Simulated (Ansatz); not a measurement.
# One shape, several levels: AlH (SMILES [AlH])

We compute a comparison of 6 runs (r2SCAN/3-21G, UB3LYP/cc-pVTZ, MP2/3-21G, UMP2/cc-pVTZ, CCSDT(Q)/3-21G, UCCSD(T)/cc-pVTZ) of AlH. 

Program for the calculation: Ansatz 0.2.0.

53 further runs of the same task are left out: 53 set aside as unsound or not needed.

**1. The structure to begin with**

AlH has 2 atoms, charge 0, and is taken as a singlet. SMILES: `[AlH]`. The H2–Al1 distance was set to 2.420 Å, away from the relaxed value.

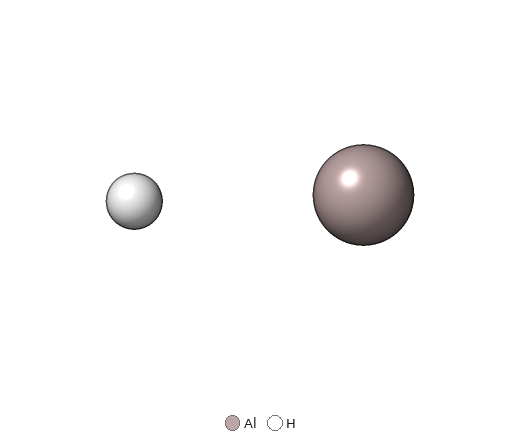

Viewed from a chosen angle; aluminium light grey, hydrogen white.

**2. The energy at r2SCAN/3-21G (run 1)**

Contents of input.yaml:

```yaml
crystal:
  periodic: [false, false, false]
  atoms:
    - {symbol: Al, position_ang: [0.000000, 0.000000, -0.806730]}
    - {symbol: H, position_ang: [0.000000, 0.000000, 1.613470]}
basis:
  gaussian:
    orbitals: 3-21G.json
magnetization:
  spin_polarized: false
  initial_magnetization: 0
hamiltonian:
  xc: {name: r2SCAN}
accuracy: high
```

The basis set 3-21G is read from a file made from the Basis Set Exchange's data (not shown).

Launch:

```sh
$ ansatz run input.yaml --threads 1 --pin off --max-ram 2610MiB --events-out events.jsonl --progress --plain --runs-dir runs
```

The log of the run:

```text
Warning: RAYON_NUM_THREADS=1 ignored (pool sized by the plan → 1); use --threads N
Functional definition: r2SCAN
  name "r2SCAN"
  parameter k0 = 0.174
  parameter k1 = 0.065
  parameter a1 = 4.9479
  exchange = r2scan_x(k0 = k0, k1 = k1, a1 = a1)
  correlation = r2scan_c
276 factors; integrals over basis functions are off by at most 3.2e-9 eV
mean field evaluation 1: about -6571.3633 eV, gradient 1.2e1 eV
mean field evaluation 2: about -6568.4411 eV, gradient 2.0e1 eV
mean field evaluation 4: about -6572.4952 eV, gradient 1.5e-1 eV
mean field evaluation 8: about -6572.4930 eV, gradient 7.6e-3 eV
mean field evaluation 16: about -6572.4930 eV, gradient 1.0e-8 eV
mean field -6572.49304705 eV, -241.5346644832 hartree, gradient 7.6e-9 eV, S^2 0.000000; 0 other end points of the search recorded, 0 dependent functions left out
reference -6572.49304758 eV, -241.5346645028 hartree; 7, 7 occupied and 8, 8 virtual orbitals, 276 factors
Total energy: -6572.49304758 eV, -241.5346645028 hartree
```

It took 1.7 s on 1 thread of Intel Xeon Platinum 8259CL at 2.50GHz (Skylake/Cascade Lake), shared host; peak memory 0.11 GiB.

**3. The energy at UB3LYP/cc-pVTZ (run 2)**

Contents of molecule.yaml:

```yaml
basis:
  gaussian: {orbitals: cc-pVTZ}
crystal:
  periodic: [false, false, false]
  atoms:
    - symbol: Al
      position_ang: [0.000000, 0.000000, -0.806730]
    - symbol: H
      position_ang: [0.000000, 0.000000, 1.613470]
magnetization: {spin_polarized: true, initial_magnetization: 0}
hamiltonian: {xc: {name: B3LYP}}
accuracy: high
```

Launch:

```sh
$ ansatz run molecule.yaml --threads 1 --pin off --max-ram 2610MiB --events-out events.jsonl --progress --plain --runs-dir runs
```

The log of the run:

```text
Warning: RAYON_NUM_THREADS=1 ignored (pool sized by the plan → 1); use --threads N
Functional definition: B3LYP
  name "B3LYP"
  parameter a0 = 0.2
  parameter ax = 0.72
  parameter ac = 0.81
  exchange = (1 - a0 - ax)*slater_x + ax*b88_x + a0*exact_x
  correlation = (1 - ac)*vwn_rpa_c + ac*lyp_c
608 factors; integrals over basis functions are off by at most 3.7e-9 eV
mean field evaluation 1: about -6609.9136 eV, gradient 1.0e1 eV
mean field evaluation 2: about -6607.9971 eV, gradient 1.4e1 eV
mean field evaluation 4: about -6611.4143 eV, gradient 2.6e-1 eV
mean field evaluation 8: about -6611.4128 eV, gradient 4.3e-3 eV
mean field evaluation 16: about -6611.4128 eV, gradient 2.0e-8 eV
mean field -6611.41275946 eV, -242.9649375336 hartree, gradient 1.0e-8 eV, S^2 0.000000; 2 other end points of the search recorded, 0 dependent functions left out
reference -6611.41278636 eV, -242.9649385223 hartree; 7, 7 occupied and 41, 41 virtual orbitals, 608 factors
Total energy: -6611.41278636 eV, -242.9649385223 hartree
```

It took 2.1 s on 1 thread of Intel Xeon Platinum 8259CL at 2.50GHz (Skylake/Cascade Lake), shared host; peak memory 0.13 GiB.

**4. The energy at MP2/3-21G (run 3)**

Contents of job.yaml:

```yaml
crystal:
  periodic: [false, false, false]
  atoms:
    - {symbol: Al, position_ang: [0.000000, 0.000000, -0.806730]}
    - {symbol: H, position_ang: [0.000000, 0.000000, 1.613470]}
basis:
  gaussian:
    orbitals: 3-21G.json
total_charge: 0
correlation:
  method: mp2
  frozen_orbitals: {Al: 5, H: 0}
accuracy: high
```

The basis set 3-21G is read from a file made from the Basis Set Exchange's data (not shown).

Launch:

```sh
$ ansatz run job.yaml --threads 1 --pin off --max-ram 2610MiB --events-out events.jsonl --progress --plain --runs-dir runs
```

The log of the run:

```text
Warning: RAYON_NUM_THREADS=1 ignored (pool sized by the plan → 1); use --threads N
Functional definition: HF
  name "HF"
  exchange = exact_x
  correlation = 0
276 factors; integrals over basis functions are off by at most 3.2e-9 eV
mean field evaluation 1: about -6559.2081 eV, gradient 8.8e0 eV
mean field evaluation 2: about -6559.2083 eV, gradient 8.8e0 eV
mean field evaluation 4: about -6559.9898 eV, gradient 4.0e-1 eV
mean field evaluation 8: about -6559.9908 eV, gradient 2.7e-3 eV
mean field -6559.99083794 eV, -241.0752167727 hartree, gradient 1.0e-8 eV, S^2 0.000000; 0 other end points of the search recorded, 0 dependent functions left out; unrestricted orbitals would lower it
mean field evaluation 16: about -6559.9414 eV, gradient 3.8e0 eV
5 core orbitals not correlated: weight in the atoms' cores, before any rotation towards them, 1.000 or more for the frozen orbitals, at most 0.000 for the correlated occupied ones
reference -6559.99083794 eV, -241.0752167727 hartree; 2, 2 occupied and 8, 8 virtual orbitals, 276 factors
second order -0.97239895 eV of doubles, -0.00000000 eV of singles
Total energy: -6560.96323688 eV, -241.1109517749 hartree
```

Run time: 0.2 s. Hardware: 1 thread of Intel Xeon Platinum 8259CL at 2.50GHz (Skylake/Cascade Lake), shared host.

Runs 4 to 5 aren't shown in full; the table further down has their settings and results.

**5. A single-point energy at UCCSD(T)/cc-pVTZ (run 6)**

Changes to job.yaml since step 4:

```diff
@@ -7,7 +7,10 @@
   gaussian:
-    orbitals: 3-21G.json
-total_charge: 0
+    orbitals: cc-pVTZ
+magnetization:
+  spin_polarized: true
 correlation:
-  method: mp2
+  method: ccsd_t
   frozen_orbitals: {Al: 5, H: 0}
 accuracy: high
+scf:
+  omitted_lower_state_checks: [cluster_reference, increment]
```

Launch:

```sh
$ ansatz run job.yaml --threads 1 --pin off --max-ram 2610MiB --events-out events.jsonl --progress --plain --runs-dir runs
```

The log of the run, shortened:

```text
Warning: RAYON_NUM_THREADS=1 ignored (pool sized by the plan → 1); use --threads N
[... 2 set-up lines as earlier in the session ...]
[...]
608 factors; integrals over basis functions are off by at most 3.7e-9 eV
[...]
mean field -6596.38542885 eV, -242.4126933196 hartree, gradient 1.7e-8 eV, S^2 0.087594; 5 other end points of the search recorded, 0 dependent functions left out
5 core orbitals not correlated: weight in the atoms' cores, before any rotation towards them, 1.000 or more for the frozen orbitals, at most 0.000 for the correlated occupied ones
reference -6596.38542885 eV, -242.4126933196 hartree; 2, 2 occupied and 41, 41 virtual orbitals, 608 factors
second order -1.63344518 eV of doubles, -0.00000000 eV of singles
cycle   1  -1.99755054 eV  change   -3.6e-1 eV  update   7.7e-2
[...]
cycle  24  -2.33686175 eV  change   1.9e-10 eV  update  4.0e-10
perturbative correction -0.06097439 eV, -0.0022407677 hartree
Total energy: -6598.78326499 eV, -242.5008121725 hartree
Checks for a lower state left out: cluster_reference, increment
```

Run time: 1.8 s. Hardware: 1 thread of Intel Xeon Platinum 8259CL at 2.50GHz (Skylake/Cascade Lake), shared host; peak memory 0.16 GiB.

**6. All runs side by side**

```tsv
run	level	frozen core orbitals	energy (Eh)	wall time
1	r2SCAN/3-21G	–	-241.534665	1.7 s
2	UB3LYP/cc-pVTZ	–	-242.964939	2.1 s
3	MP2/3-21G	5	-241.110952	0.2 s
4	UMP2/cc-pVTZ	5	-242.472721	0.83 s
5	CCSDT(Q)/3-21G	5	-241.135968	0.32 s
6	UCCSD(T)/cc-pVTZ	5	-242.500812	1.8 s
```

**7. Outcome**

| quantity | value |
| --- | --- |
| run 6: total energy | -242.50081 Eh |
| run 6: correlation energy (5 core orbitals frozen) | -88.1 mEh |
| run 6: (T) correction | -2.24 mEh |
| run 6: ⟨S²⟩ of the reference determinant | 0.088 |
| run 6: T1 diagnostic | 0.060 |

In words: Totals of different functionals can't be ranked against each other. In runs 3, 5 the log says that unrestricted orbitals would lower the reference, so the values rest on an unstable closed-shell determinant (other closed-shell runs at this shape may share the fault). All runs together took 7 s, the longest 2.1 s.
